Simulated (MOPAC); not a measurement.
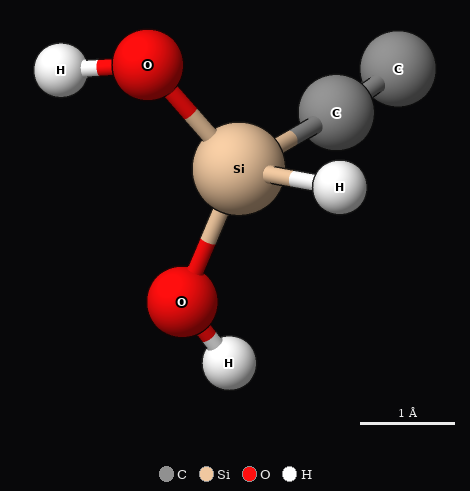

*The input geometry (ball-and-stick view, seen at a tilt).*

Bond lengths as drawn: C–C 1.21 Å, C–Si 1.84 Å, H–O 0.92 to 1.03 Å, H–Si 1.63 Å and O–Si 1.55 to 1.63 Å.

# Geometry relaxation, with input and output: C2H3O2Si (part 1 of 3)

System: C2H3O2Si, multiplicity 2, SMILES [C]#C[SiH](O)O.
Method: PM7, unrestricted, dispersion built in (MOPAC 23.2.5).

The atoms were displaced at random from an optimised geometry.

Input file (job.mop)
```
BFGS DOUBLET GNORM=0.1 CYCLES=300 PM7 AUX(PRECISION=6) THREADS=1
C2H3O2Si charge 0

C      1.233708 +1    -1.720244 +1     1.671333 +1
C      0.633002 +1    -0.903777 +1     1.006798 +1
Si    -0.188420 +1     0.411593 +1     0.009258 +1
O      0.826341 +1     1.520363 +1    -0.356891 +1
O     -0.953762 +1    -0.393191 +1    -1.185000 +1
H     -1.234888 +1     1.069783 +1     1.067277 +1
H      1.269207 +1     1.382681 +1    -1.280150 +1
H     -1.472717 +1    -1.136808 +1    -1.050869 +1
```

Launch command:
```bash
mopac job.mop
```

The program's output
```
MOPAC v23.2.5
PM7 CALCULATION RESULTS

 *  PM7        - The PM7 Hamiltonian to be used
 *  DOUBLET    - SPIN STATE DEFINED AS A DOUBLET
 *  BFGS       - USE THE BFGS GEOMETRY OPTIMIZER
 *  THREADS=1  - MULTI-THREADING NOT USED
 *  CYCLES=    - DO A MAXIMUM OF 300 STEPS
 *  GNORM      - EXIT WHEN GRADIENT NORM DROPS BELOW 0.100
 *  AUX        - OUTPUT AUXILIARY INFORMATION
BFGS DOUBLET GNORM=0.1 CYCLES=300 PM7 AUX(PRECISION=6) THREADS=1
 C2H3O2Si charge 0

   ATOM   CHEMICAL          X               Y               Z
  NUMBER   SYMBOL      (ANGSTROMS)     (ANGSTROMS)     (ANGSTROMS)

     1       C          1.23370800  *  -1.72024400  *   1.67133300  *
     2       C          0.63300200  *  -0.90377700  *   1.00679800  *
     3      Si         -0.18842000  *   0.41159300  *   0.00925800  *
     4       O          0.82634100  *   1.52036300  *  -0.35689100  *
     5       O         -0.95376200  *  -0.39319100  *  -1.18500000  *
     6       H         -1.23488800  *   1.06978300  *   1.06727700  *
     7       H          1.26920700  *   1.38268100  *  -1.28015000  *
     8       H         -1.47271700  *  -1.13680800  *  -1.05086900  *

          CARTESIAN COORDINATES

    NO.       ATOM           X           Y           Z

     1         C          1.2337     -1.7202      1.6713
     2         C          0.6330     -0.9038      1.0068
     3        Si         -0.1884      0.4116      0.0093
     4         O          0.8263      1.5204     -0.3569
     5         O         -0.9538     -0.3932     -1.1850
     6         H         -1.2349      1.0698      1.0673
     7         H          1.2692      1.3827     -1.2801
     8         H         -1.4727     -1.1368     -1.0509

           Empirical Formula: C2 H3 O2 Si  =     8 atoms

      MOLECULAR POINT GROUP   :   C1

 DOUBLET STATE CALCULATION

          UHF CALCULATION, NO. OF ALPHA ELECTRONS =   14
                           NO. OF BETA  ELECTRONS =   13

          Geometry optimization using BFGS
 CYCLE:     1 TIME:   0.008 TIME LEFT:  2.00D  GRAD.:   115.712 HEAT: -18.55164
 CYCLE:     2 TIME:   0.012 TIME LEFT:  2.00D  GRAD.:    32.224 HEAT: -23.31745
 CYCLE:     3 TIME:   0.004 TIME LEFT:  2.00D  GRAD.:    34.889 HEAT: -24.39883
 CYCLE:     4 TIME:   0.008 TIME LEFT:  2.00D  GRAD.:    16.611 HEAT: -25.72273
 CYCLE:     5 TIME:   0.004 TIME LEFT:  2.00D  GRAD.:     6.974 HEAT: -25.88924
 CYCLE:     6 TIME:   0.008 TIME LEFT:  2.00D  GRAD.:    12.081 HEAT: -26.05769
 CYCLE:     7 TIME:   0.008 TIME LEFT:  2.00D  GRAD.:     8.838 HEAT: -26.19236
 CYCLE:     8 TIME:   0.004 TIME LEFT:  2.00D  GRAD.:     7.393 HEAT: -26.26884
 CYCLE:     9 TIME:   0.004 TIME LEFT:  2.00D  GRAD.:     5.124 HEAT: -26.30636
 CYCLE:    10 TIME:   0.004 TIME LEFT:  2.00D  GRAD.:     2.934 HEAT: -26.32571
 CYCLE:    11 TIME:   0.004 TIME LEFT:  2.00D  GRAD.:     2.558 HEAT: -26.33565
 CYCLE:    12 TIME:   0.004 TIME LEFT:  2.00D  GRAD.:     2.664 HEAT: -26.34784
 CYCLE:    13 TIME:   0.008 TIME LEFT:  2.00D  GRAD.:     2.515 HEAT: -26.35825
 CYCLE:    14 TIME:   0.008 TIME LEFT:  2.00D  GRAD.:     3.613 HEAT: -26.37678
 CYCLE:    15 TIME:   0.008 TIME LEFT:  2.00D  GRAD.:     7.181 HEAT: -26.41898
 CYCLE:    16 TIME:   0.004 TIME LEFT:  2.00D  GRAD.:     4.222 HEAT: -26.45622
 CYCLE:    17 TIME:   0.004 TIME LEFT:  2.00D  GRAD.:     2.461 HEAT: -26.48856
 CYCLE:    18 TIME:   0.012 TIME LEFT:  2.00D  GRAD.:     4.445 HEAT: -26.51385
 CYCLE:    19 TIME:   0.008 TIME LEFT:  2.00D  GRAD.:     5.410 HEAT: -26.54498
 CYCLE:    20 TIME:   0.004 TIME LEFT:  2.00D  GRAD.:     7.887 HEAT: -26.57080
 CYCLE:    21 TIME:   0.004 TIME LEFT:  2.00D  GRAD.:     7.914 HEAT: -26.59734
 CYCLE:    22 TIME:   0.004 TIME LEFT:  2.00D  GRAD.:     7.815 HEAT: -26.63865
 CYCLE:    23 TIME:   0.008 TIME LEFT:  2.00D  GRAD.:     9.300 HEAT: -26.68863
 CYCLE:    24 TIME:   0.004 TIME LEFT:  2.00D  GRAD.:    14.131 HEAT: -26.73442
 CYCLE:    25 TIME:   0.008 TIME LEFT:  2.00D  GRAD.:    12.672 HEAT: -26.78531
 CYCLE:    26 TIME:   0.004 TIME LEFT:  2.00D  GRAD.:    14.039 HEAT: -26.84664
 CYCLE:    27 TIME:   0.004 TIME LEFT:  2.00D  GRAD.:    11.628 HEAT: -26.87470
 CYCLE:    28 TIME:   0.004 TIME LEFT:  2.00D  GRAD.:    12.142 HEAT: -26.87567
 CYCLE:    29 TIME:   0.008 TIME LEFT:  2.00D  GRAD.:    12.159 HEAT: -26.87571
 CYCLE:    30 TIME:   0.008 TIME LEFT:  2.00D  GRAD.:    14.600 HEAT: -26.87850
 CYCLE:    31 TIME:   0.008 TIME LEFT:  2.00D  GRAD.:    10.508 HEAT: -26.93500
 CYCLE:    32 TIME:   0.004 TIME LEFT:  2.00D  GRAD.:    10.463 HEAT: -26.94056
 CYCLE:    33 TIME:   0.012 TIME LEFT:  2.00D  GRAD.:    12.438 HEAT: -27.10368
 CYCLE:    34 TIME:   0.012 TIME LEFT:  2.00D  GRAD.:    23.760 HEAT: -27.20610
 CYCLE:    35 TIME:   0.008 TIME LEFT:  2.00D  GRAD.:    11.666 HEAT: -27.36417
 CYCLE:    36 TIME:   0.008 TIME LEFT:  2.00D  GRAD.:     7.978 HEAT: -27.49477
 CYCLE:    37 TIME:   0.004 TIME LEFT:  2.00D  GRAD.:     8.509 HEAT: -27.56006
 CYCLE:    38 TIME:   0.004 TIME LEFT:  2.00D  GRAD.:     5.771 HEAT: -27.58502
 CYCLE:    39 TIME:   0.004 TIME LEFT:  2.00D  GRAD.:     4.908 HEAT: -27.59957
 CYCLE:    40 TIME:   0.008 TIME LEFT:  2.00D  GRAD.:     3.565 HEAT: -27.60997
 CYCLE:    41 TIME:   0.004 TIME LEFT:  2.00D  GRAD.:     2.903 HEAT: -27.62138
 CYCLE:    42 TIME:   0.004 TIME LEFT:  2.00D  GRAD.:     3.711 HEAT: -27.63261
 CYCLE:    43 TIME:   0.004 TIME LEFT:  2.00D  GRAD.:     6.273 HEAT: -27.64282
 CYCLE:    44 TIME:   0.008 TIME LEFT:  2.00D  GRAD.:     2.656 HEAT: -27.67076
 CYCLE:    45 TIME:   0.008 TIME LEFT:  2.00D  GRAD.:     5.723 HEAT: -27.69710
 CYCLE:    46 TIME:   0.004 TIME LEFT:  2.00D  GRAD.:     2.369 HEAT: -27.70475
 CYCLE:    47 TIME:   0.008 TIME LEFT:  2.00D  GRAD.:     3.528 HEAT: -27.71397
 CYCLE:    48 TIME:   0.004 TIME LEFT:  2.00D  GRAD.:     2.839 HEAT: -27.72230
 CYCLE:    49 TIME:   0.008 TIME LEFT:  2.00D  GRAD.:     1.534 HEAT: -27.73155
 CYCLE:    50 TIME:   0.008 TIME LEFT:  2.00D  GRAD.:     3.329 HEAT: -27.74141
 CYCLE:    51 TIME:   0.004 TIME LEFT:  2.00D  GRAD.:     2.741 HEAT: -27.74622
 CYCLE:    52 TIME:   0.004 TIME LEFT:  2.00D  GRAD.:     2.797 HEAT: -27.74662
 CYCLE:    53 TIME:   0.004 TIME LEFT:  2.00D  GRAD.:     0.327 HEAT: -27.74801
 CYCLE:    54 TIME:   0.004 TIME LEFT:  2.00D  GRAD.:     0.312 HEAT: -27.74825
 CYCLE:    55 TIME:   0.004 TIME LEFT:  2.00D  GRAD.:     0.147 HEAT: -27.74828
 CYCLE:    56 TIME:   0.008 TIME LEFT:  2.00D  GRAD.:     0.140 HEAT: -27.74828
 CYCLE:    57 TIME:   0.004 TIME LEFT:  2.00D  GRAD.:     0.196 HEAT: -27.74829
 CYCLE:    58 TIME:   0.004 TIME LEFT:  2.00D  GRAD.:     0.207 HEAT: -27.74830
 CYCLE:    59 TIME:   0.008 TIME LEFT:  2.00D  GRAD.:     0.199 HEAT: -27.74830
 TEST ON GRADIENT SATISFIED
PETERS TEST SATISFIED

 -------------------------------------------------------------------------------
 BFGS DOUBLET GNORM=0.1 CYCLES=300 PM7 AUX(PRECISION=6) THREADS=1
 C2H3O2Si charge 0

     PETERS TEST WAS SATISFIED IN BFGS OPTIMIZATION
     SCF FIELD WAS ACHIEVED

                              PM7 CALCULATION

          FINAL HEAT OF FORMATION =        -27.74833 KCAL/MOL =    -116.09903 KJ/MOL

          COSMO AREA              =        119.81 SQUARE ANGSTROMS
          COSMO VOLUME            =        106.49 CUBIC ANGSTROMS

          GRADIENT NORM           =          0.07852          =       0.02776 PER ATOM
          IONIZATION POTENTIAL    =         11.344448 EV
          ALPHA SOMO LUMO (EV)    =        -11.602  0.382
          BETA  SOMO LUMO (EV)    =        -11.344 -1.575
          NO. OF ALPHA ELECTRONS  =         14
          NO. OF BETA  ELECTRONS  =         13
          MOLECULAR WEIGHT        =         87.1300         POINT GROUP:  Cs

          MOLECULAR DIMENSIONS (Angstroms)

            Atom       Atom       Distance
            H     8    C     1     3.98117
            H     7    H     6     3.34872
            O     4    C     1     2.68867

          SCF CALCULATIONS        =        113

          WALL-CLOCK TIME         =      0.379 SECONDS
          COMPUTATION TIME        =      0.321 SECONDS

   ATOM   CHEMICAL          X               Y               Z
  NUMBER   SYMBOL      (ANGSTROMS)     (ANGSTROMS)     (ANGSTROMS)

     1       C          1.33775467  *  -1.61875567  *   1.67537700  *
     2       C          0.69778553  *  -0.80632740  *   1.05636260  *
     3      Si         -0.22680861  *   0.37767597  *   0.15168674  *
     4       O          0.75123401  *   1.40337585  *  -0.56204003  *
     5       O         -1.21735841  *  -0.35087465  *  -0.85102741  *
     6       H         -1.08463654  *   1.19982885  *   1.00271090  *
     7       H          1.53069016  *   1.22952852  *  -1.09063014  *
     8       H         -1.04049994  *  -1.06147238  *  -1.46835860  *

                             CARTESIAN COORDINATES

   1    C        1.337754668    -1.618755667     1.675377004
   2    C        0.697785530    -0.806327402     1.056362602
   3   Si       -0.226808609     0.377675966     0.151686739
   4    O        0.751234008     1.403375846    -0.562040025
   5    O       -1.217358409    -0.350874649    -0.851027408
   6    H       -1.084636544     1.199828851     1.002710899
   7    H        1.530690162     1.229528524    -1.090630135
   8    H       -1.040499941    -1.061472380    -1.468358599

           Empirical Formula: C2 H3 O2 Si  =     8 atoms

      MOLECULAR POINT GROUP   :   Cs

          ALPHA EIGENVALUES
 -30.06693 -29.83525 -26.66632 -19.07831 -18.07578 -17.65675 -14.89432 -13.70427
 -13.44706 -13.39516 -12.21466 -11.73372 -11.62368 -11.60194   0.38189   0.57706
   1.68556   1.92549   2.43407   4.70776   5.62289   6.45211   7.77432  24.06803
  24.40467  24.41806  25.96829  26.22556

           BETA EIGENVALUES
 -30.06952 -29.83381 -26.55424 -18.99193 -18.07542 -17.22312 -14.89762 -13.68331
 -13.43436 -12.34989 -12.21083 -11.47084 -11.34445  -1.57480   0.57652   0.80245
   1.86287   2.08830   2.49948   4.71000   5.62437   6.33499   7.76360  24.07786
  24.41293  24.42950  25.98041  26.23473

              NET ATOMIC CHARGES AND DIPOLE CONTRIBUTIONS

  ATOM NO.   TYPE          CHARGE      No. of ELECS.   s-Pop       p-Pop       d-Pop
    1          C           0.100068        3.8999     1.28388     2.61605
    2          C          -0.275597        4.2756     1.15379     3.12180
    3         Si           0.576054        3.4239     0.81162     2.27948     0.33285
    4          O          -0.647008        6.6470     1.68893     4.95808
    5          O          -0.646810        6.6468     1.68886     4.95795
    6          H           0.140028        0.8600     0.85997
    7          H           0.376621        0.6234     0.62338
    8          H           0.376643        0.6234     0.62336
 DIPOLE           X         Y         Z       TOTAL
 POINT-CHG.     0.696    -0.826     0.262     1.112
 HYBRID         0.977    -0.927    -1.013     1.685
 SUM            1.673    -1.753    -0.750     2.537

          ATOMIC ORBITAL ELECTRON POPULATIONS

     Atom    s        px        py        pz      x^2-y^2     xz        z^2       yz        xy
    1  C   1.28388   0.87993   0.85988   0.87624
    2  C   1.15379   1.04119   1.03064   1.04997
    3 Si   0.81162   0.76269   0.78094   0.73585   0.04985   0.07740   0.04559   0.07288   0.08713
    4  O   1.68893   1.53522   1.71559   1.70728
    5  O   1.68886   1.72385   1.61447   1.61962
    6  H   0.85997
    7  H   0.62338
    8  H   0.62336

                    (SZ)    =    0.500000
                    (S**2)  =    0.778637

          ATOMIC ORBITAL SPIN POPULATIONS

    Atom   Total    s     px     py     pz   x^2-y^2  xz     z^2    yz     xy
         Atomic
    1  C  1.1262  0.316  0.247  0.328  0.235
    2  C -0.1764 -0.004 -0.066 -0.038 -0.069
    3 Si  0.0512  0.009  0.014  0.022  0.009 -0.001 -0.001 -0.001 -0.001 -0.000
    4  O  0.0013  0.000  0.002 -0.001  0.000
    5  O  0.0014  0.000 -0.001  0.002 -0.000
    6  H -0.0037 -0.004
    7  H  0.0000  0.000
    8  H  0.0000  0.000

 *                    *
 * JOB ENDED NORMALLY *
 *                    *

 TOTAL JOB TIME:             0.38 SECONDS

 == MOPAC DONE ==
```

Trajectory as extended XYZ (Å, eV, eV/Å), 57 of the 59 frames kept, from step=0 to step=58
```
8
Properties=species:S:1:pos:R:3:forces:R:3 step=0 energy=-0.80448
C     1.2100   -1.6965    1.6476    0.9035  -1.2820   0.9897
C     0.6238   -0.8924    0.9965   -1.2738   2.0441  -1.5184
Si   -0.2004    0.4005    0.0280   -1.0222  -0.7053   2.5054
O     0.8361    1.5299   -0.3684   -0.2208  -0.2248  -0.8927
O    -0.9426   -0.3815   -1.1739    0.4814   0.8662   0.2788
H    -1.2155    1.0516    1.0466    1.1461  -0.6316  -1.3091
H     1.2812    1.3966   -1.2697    0.2538   0.2958   0.1656
H    -1.4839   -1.1479   -1.0625   -0.2678  -0.3624  -0.2192
8
Properties=species:S:1:pos:R:3:forces:R:3 step=1 energy=-1.01114
C     1.1984   -1.6896    1.6355   -0.0732   0.0831  -0.1395
C     0.6065   -0.8677    0.9798    0.1564  -0.0262   0.2031
Si   -0.2099    0.3952    0.0716    0.0423  -0.4877   0.1348
O     0.8348    1.5275   -0.3760   -0.5564  -0.4764  -0.4853
O    -0.9366   -0.3726   -1.1676    0.2793   0.5936   0.4907
H    -1.1687    1.0111    0.9932    0.0085   0.1389  -0.1574
H     1.2912    1.4165   -1.2675    0.1384   0.1597   0.1548
H    -1.4895   -1.1533   -1.0707    0.0048   0.0150  -0.2011
8
Properties=species:S:1:pos:R:3:forces:R:3 step=2 energy=-1.05803
C     1.2009   -1.6989    1.6156    0.1225  -0.1440   0.0739
C     0.6150   -0.8548    0.9882    0.1092  -0.0854   0.2157
Si   -0.2105    0.3837    0.0854    0.4698   0.0656   0.2071
O     0.8205    1.5083   -0.3890   -0.2022  -0.2961  -0.7189
O    -0.9253   -0.3531   -1.1257   -0.4867  -0.3604  -0.3200
H    -1.1595    1.0282    0.9660   -0.2060   0.2706   0.1481
H     1.3090    1.4503   -1.2613   -0.1499   0.0732   0.5223
H    -1.4902   -1.1537   -1.0956    0.3432   0.4764  -0.1284
8
Properties=species:S:1:pos:R:3:forces:R:3 step=3 energy=-1.11544
C     1.2311   -1.7317    1.6017   -0.0109   0.1079  -0.0505
C     0.6445   -0.8525    1.0199    0.0940  -0.2615   0.2483
Si   -0.2011    0.3727    0.1133    0.1608   0.1432  -0.0780
O     0.8013    1.4780   -0.4188   -0.1415   0.0770  -0.1113
O    -0.9296   -0.3424   -1.1071   -0.2606  -0.1966  -0.1762
H    -1.1666    1.0842    0.9481    0.0186   0.0304   0.0754
H     1.3122    1.4994   -1.2367   -0.0499  -0.1386   0.1226
H    -1.4737   -1.1371   -1.1352    0.1895   0.2383  -0.0302
8
Properties=species:S:1:pos:R:3:forces:R:3 step=4 energy=-1.12266
C     1.2455   -1.7320    1.6065    0.0480  -0.0091   0.0394
C     0.6472   -0.8596    1.0296   -0.0676   0.0275   0.0041
Si   -0.1988    0.3735    0.1131    0.0199  -0.1002  -0.0193
O     0.7984    1.4778   -0.4216   -0.1632   0.0754  -0.0292
O    -0.9341   -0.3444   -1.1124    0.0222   0.1274   0.0252
H    -1.1651    1.0890    0.9506    0.0633  -0.0175   0.0307
H     1.3100    1.4890   -1.2334    0.0546  -0.1014  -0.0094
H    -1.4678   -1.1318   -1.1391    0.0227  -0.0020  -0.0415
8
Properties=species:S:1:pos:R:3:forces:R:3 step=5 energy=-1.12997
C     1.2845   -1.7157    1.6180   -0.0849   0.0912  -0.0160
C     0.6392   -0.8687    1.0516    0.0646   0.0501  -0.1002
Si   -0.1940    0.3680    0.1151   -0.1871  -0.2061   0.1987
O     0.7837    1.4805   -0.4303   -0.0333   0.0351  -0.0958
O    -0.9378   -0.3365   -1.1117    0.1362   0.2255   0.0435
H    -1.1483    1.0944    0.9588    0.0524  -0.0367   0.0220
H     1.3222    1.4411   -1.2272    0.1129  -0.0199  -0.0222
H    -1.4566   -1.1241   -1.1593   -0.0607  -0.1393  -0.0299
8
Properties=species:S:1:pos:R:3:forces:R:3 step=6 energy=-1.13581
C     1.2956   -1.6972    1.6335    0.0711  -0.1352   0.1253
C     0.6413   -0.8675    1.0567   -0.0166   0.1711  -0.1665
Si   -0.1940    0.3605    0.1251   -0.1081   0.0296  -0.0114
O     0.7725    1.4811   -0.4397    0.0413  -0.0531  -0.1176
O    -0.9370   -0.3259   -1.1077   -0.0028   0.0209  -0.0213
H    -1.1344    1.0977    0.9660   -0.0215  -0.0082   0.0868
H     1.3403    1.4104   -1.2221    0.0072  -0.0138   0.0963
H    -1.4504   -1.1221   -1.1774    0.0295  -0.0114   0.0084
```
